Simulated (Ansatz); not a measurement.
# LaAs (rocksalt): the equilibrium volume

Aim: the volume at which the pressure of LaAs (rocksalt) vanishes.

Method: DFT PBEsol, scalar-relativistic, plane waves, PAW, in Ansatz 0.2.0.

### Step 1. The starting structure

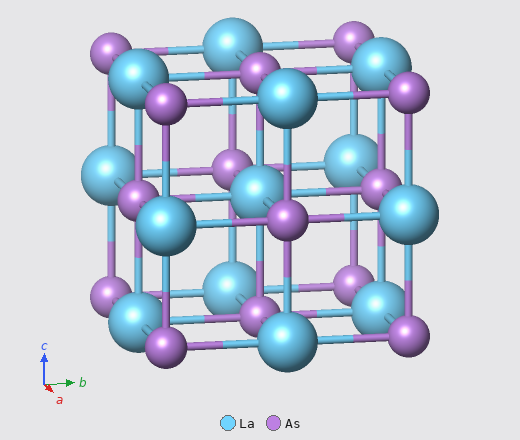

Start, viewed slightly off an axis; lanthanum blue, arsenic purple. Atoms on the faces are drawn again on the opposite ones. The cell drawn here is the conventional one.

Coordinates:

```
CELL_PARAMETERS angstrom
0.00000 3.08934 3.08934
3.08934 0.00000 3.08934
3.08934 3.08934 0.00000
ATOMIC_POSITIONS crystal
La 0.50000 0.50000 0.50000
As 0.00000 0.00000 0.00000
```

### Step 2. The first run

File input.yaml:

```yaml
crystal:
  lattice:
    - [0.0, 3.0893393176, 3.0893393176]
    - [3.0893393176, 0.0, 3.0893393176]
    - [3.0893393176, 3.0893393176, 0.0]
  atoms:
    - { symbol: La, position: [0.5, 0.5, 0.5] }
    - { symbol: As, position: [0.0, 0.0, 0.0] }
basis:
  ecutwfc: 420
  ecutrho_ratio: 4
kpoints:
  mp_grid: { grid: [10, 10, 10] }
hamiltonian:
  xc: pbesol
scf:
  occupations: { method: gaussian, width: 0.05 }
output:
  forces: true
  stress: true
  eigenvalues: true
```

Started as:

```console
$ ansatz run input.yaml --threads 4 --pin off --max-ram 8192MiB --backend cpu --events-out ev --progress --plain --runs-dir out
```

Log (excerpt; [...] marks lines left out):

```text
Warning: RAYON_NUM_THREADS=4 ignored (pool sized by the plan → 4); use --threads N
[...]
Pseudopotentials: kind: paw
Pseudopotential: La, paw, valence charge 11, recommended cutoff 420 eV (normal), La.paw.azcp
Pseudopotential: As, paw, valence charge 15, recommended cutoff 420 eV (normal), As.paw.azcp
Functional definition: PBEsol
[...]
Crystal: 2 atoms, lattice volume = 58.969 Å³
Basis set: ecut = 420 eV, 1139 PW (Γ), exchange–correlation on 60×60×60 points (8 copies of the dense FFT grid, shifted against one another)
Bands: 17, of which v1, the nominal top of the filled ones, is band 13 counted from 1 (12 counted from 0)
Symmetry: 48 space group operations
Space group: Fm-3m (ITA 225), of the structure as read, at distance tolerance 3.9e-5 Å
k-points: 47 of 1000
[...]
SCF iter   1: F=—  HF=-10977.359081 eV  |F-HF|=—  |Δ(HF+E_count)|=         —  Δρ=1.90e-3  dr2=2.90e-3  ethr=1.77e-3  ⟨swp⟩=4.0  Hψ=3261  notcnv=0
[...]
SCF iter   6: F=-10977.357762 eV  HF=-10977.357762 eV  |F-HF|=4.44e-10  |Δ(HF+E_count)|=   3.31e-8  Δρ=2.82e-6  dr2=2.78e-9  ethr=1.78e-10  ⟨swp⟩=3.0  Hψ=3010  notcnv=0
[...]
SCF converged after 6 iterations
Free energy (F): -10977.357762 eV
[...]
E sigma→0 (E₀):  -10977.357537 eV
Entropy (-TS):   -0.000451 eV (-0.225 meV/atom)
Fermi energy:    9.624265 eV
[...]
--- Forces (eV/Å), atoms counted from 1 ---
  atom   1  La     0.00000000    -0.00000000     0.00000000
  atom   2  As    -0.00000000     0.00000000     0.00000000
[...]
--- Stress (GPa, compression-positive) ---
       -2.216153       0.000000       0.000000
        0.000000      -2.216153       0.000000
        0.000000       0.000000      -2.216153
  P = ⅓ Tr σ = -2.2162 GPa (-22.162 kbar)
--- Band table (eV; the first three rows and the last of 47) ---
  k-point 0: bands = ["-24.3482", "-24.3482", "-24.3371", "-24.3371", "-24.3371", "-22.3961", "-5.9358", "-5.9358", "-5.9358", "-0.1941", "9.7664", "9.7664", "9.7664", "11.2865", "11.2865", "11.2865", "11.9602"]
[...]
```

Run time: 0.96 s. Hardware: 4 threads of Arm Neoverse V1, shared host; peak memory 0.39 GiB.

This gives: volume 29.485 Å³/atom, pressure -2.22 GPa, metallic.

### Step 3. Stepping to 29.049 Å³/atom

input.yaml: that of step 2 with these lines changed.

```diff
@@ -2,5 +2,5 @@
   lattice:
-    - [0.0, 3.0893393176, 3.0893393176]
-    - [3.0893393176, 0.0, 3.0893393176]
-    - [3.0893393176, 3.0893393176, 0.0]
+    - [0.0, 3.07404944, 3.07404944]
+    - [3.07404944, 0.0, 3.07404944]
+    - [3.07404944, 3.07404944, 0.0]
   atoms:
```

Started as:

```console
$ ansatz run input.yaml --threads 4 --pin off --max-ram 8192MiB --backend cpu --events-out ev --progress --plain --runs-dir out
```

Log (excerpt; [...] marks lines left out):

```text
Warning: RAYON_NUM_THREADS=4 ignored (pool sized by the plan → 4); use --threads N
[...]
Pseudopotentials: kind: paw
Pseudopotential: La, paw, valence charge 11, recommended cutoff 420 eV (normal), La.paw.azcp
Pseudopotential: As, paw, valence charge 15, recommended cutoff 420 eV (normal), As.paw.azcp
Functional definition: PBEsol
[...]
Crystal: 2 atoms, lattice volume = 58.098 Å³
Basis set: ecut = 420 eV, 1139 PW (Γ), exchange–correlation on 60×60×60 points (8 copies of the dense FFT grid, shifted against one another)
Bands: 17, of which v1, the nominal top of the filled ones, is band 13 counted from 1 (12 counted from 0)
Symmetry: 48 space group operations
Space group: Fm-3m (ITA 225), of the structure as read, at distance tolerance 3.9e-5 Å
k-points: 47 of 1000
[...]
SCF iter   1: F=—  HF=-10977.368721 eV  |F-HF|=—  |Δ(HF+E_count)|=         —  Δρ=1.94e-3  dr2=3.03e-3  ethr=1.77e-3  ⟨swp⟩=4.1  Hψ=3265  notcnv=0
[...]
SCF iter   6: F=-10977.367288 eV  HF=-10977.367288 eV  |F-HF|=6.31e-10  |Δ(HF+E_count)|=   3.95e-8  Δρ=2.79e-6  dr2=2.64e-9  ethr=1.94e-10  ⟨swp⟩=3.0  Hψ=2983  notcnv=0
[...]
SCF converged after 6 iterations
Free energy (F): -10977.367288 eV
[...]
E sigma→0 (E₀):  -10977.367059 eV
Entropy (-TS):   -0.000457 eV (-0.229 meV/atom)
Fermi energy:    9.801029 eV
[...]
--- Forces (eV/Å), atoms counted from 1 ---
  atom   1  La     0.00000000    -0.00000000     0.00000000
  atom   2  As    -0.00000000    -0.00000000    -0.00000000
[...]
--- Stress (GPa, compression-positive) ---
       -1.274368      -0.000000      -0.000000
        0.000000      -1.274368       0.000000
        0.000000      -0.000000      -1.274368
  P = ⅓ Tr σ = -1.2744 GPa (-12.744 kbar)
--- Band table (eV; the first three rows and the last of 47) ---
  k-point 0: bands = ["-24.1641", "-24.1641", "-24.1525", "-24.1525", "-24.1525", "-22.1564", "-5.6971", "-5.6971", "-5.6971", "-0.0421", "9.9560", "9.9560", "9.9560", "11.4736", "11.4736", "11.4736", "12.1908"]
[...]
```

It took 0.93 s on 4 threads of Arm Neoverse V1, shared host; peak memory 0.39 GiB.

This gives: volume 29.049 Å³/atom, pressure -1.27 GPa, a metal on this mesh.

### Step 4. Next volume: 28.512 Å³/atom

input.yaml: that of step 3 with these lines changed.

```diff
@@ -2,5 +2,5 @@
   lattice:
-    - [0.0, 3.07404944, 3.07404944]
-    - [3.07404944, 0.0, 3.07404944]
-    - [3.07404944, 3.07404944, 0.0]
+    - [0.0, 3.0549737822, 3.0549737822]
+    - [3.0549737822, 0.0, 3.0549737822]
+    - [3.0549737822, 3.0549737822, 0.0]
   atoms:
```

Started as:

```console
$ ansatz run input.yaml --threads 4 --pin off --max-ram 8192MiB --backend cpu --events-out ev --progress --plain --runs-dir out
```

Log (excerpt; [...] marks lines left out):

```text
Warning: RAYON_NUM_THREADS=4 ignored (pool sized by the plan → 4); use --threads N
[...]
Pseudopotentials: kind: paw
Pseudopotential: La, paw, valence charge 11, recommended cutoff 420 eV (normal), La.paw.azcp
Pseudopotential: As, paw, valence charge 15, recommended cutoff 420 eV (normal), As.paw.azcp
Functional definition: PBEsol
[...]
Crystal: 2 atoms, lattice volume = 57.023 Å³
Basis set: ecut = 420 eV, 1139 PW (Γ), exchange–correlation on 60×60×60 points (8 copies of the dense FFT grid, shifted against one another)
Bands: 17, of which v1, the nominal top of the filled ones, is band 13 counted from 1 (12 counted from 0)
Symmetry: 48 space group operations
Space group: Fm-3m (ITA 225), of the structure as read, at distance tolerance 3.8e-5 Å
k-points: 47 of 1000
[...]
SCF iter   1: F=—  HF=-10977.373139 eV  |F-HF|=—  |Δ(HF+E_count)|=         —  Δρ=1.97e-3  dr2=3.09e-3  ethr=1.77e-3  ⟨swp⟩=4.1  Hψ=3264  notcnv=0
[...]
SCF iter   6: F=-10977.371642 eV  HF=-10977.371642 eV  |F-HF|=8.48e-10  |Δ(HF+E_count)|=   3.38e-8  Δρ=2.60e-6  dr2=2.02e-9  ethr=1.85e-10  ⟨swp⟩=3.0  Hψ=2995  notcnv=0
[...]
SCF converged after 6 iterations
Free energy (F): -10977.371642 eV
[...]
E sigma→0 (E₀):  -10977.371446 eV
Entropy (-TS):   -0.000392 eV (-0.196 meV/atom)
Fermi energy:    10.030891 eV
[...]
--- Forces (eV/Å), atoms counted from 1 ---
  atom   1  La     0.00000000     0.00000000     0.00000000
  atom   2  As    -0.00000000     0.00000000     0.00000000
[...]
--- Stress (GPa, compression-positive) ---
       -0.001871       0.000000      -0.000000
       -0.000000      -0.001871       0.000000
        0.000000      -0.000000      -0.001871
  P = ⅓ Tr σ = -0.0019 GPa (-0.019 kbar)
--- Band table (eV; the first three rows and the last of 47) ---
  k-point 0: bands = ["-23.9294", "-23.9294", "-23.9172", "-23.9172", "-23.9172", "-21.8523", "-5.3941", "-5.3941", "-5.3941", "0.1527", "10.1979", "10.1979", "10.1979", "11.7112", "11.7112", "11.7112", "12.4835"]
[...]
```

Wall time 0.95 s (4 threads of Arm Neoverse V1, shared host); peak memory 0.39 GiB.

Read off: volume 28.512 Å³/atom, pressure 0.00 GPa, no gap.

### Step 5. Pressure against volume so far

```tsv
step	level	mesh	relaxed	volume (Å³/atom)	pressure (GPa)
2	PBEsol	10×10×10	nothing	29.485	-2.22
3	PBEsol	10×10×10	nothing	29.049	-1.27
4	PBEsol	10×10×10	nothing	28.512	0.00
```

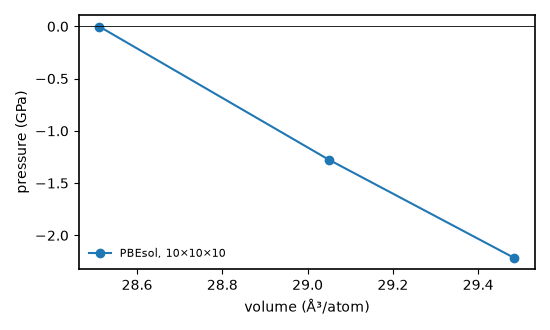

Pressure against volume, run by run.

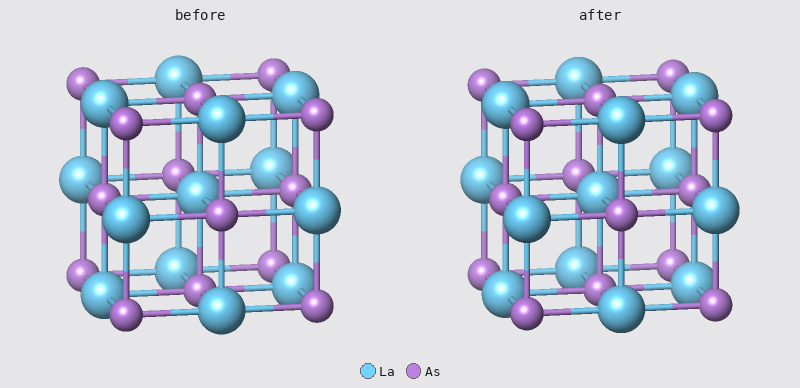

The structure before (left) and after (right), at one scale. Drawn in the start's conventional cell.

The cell before and after:

| cell as typed | before | after | change |
| --- | --- | --- | --- |
| a (Å) | 4.369 | 4.320 | -1.1 % |
| b (Å) | 4.369 | 4.320 | -1.1 % |
| c (Å) | 4.369 | 4.320 | -1.1 % |
| volume (Å³/atom) | 29.485 | 28.512 | -3.3 % |
| shortest distance (Å) | 3.089 | 3.055 | -1.1 % |
| space group | Fm-3m | Fm-3m | same |

### Step 6. Outcome

```
         quantity                                                                      value
           volume                                                             28.512 Å³/atom
         pressure                                                                   0.00 GPa
conventional cell  a = 6.110 Å, b = 6.110 Å, c = 6.110 Å, α = 90.00°, β = 90.00°, γ = 90.00°
  gap on the mesh                                                               none (metal)
```

In words: Over the 3 runs shown the cell moved from 29.48 to 28.51 Å³/atom, a change of -3.3 %, where the pressure is zero within 0.01 GPa.
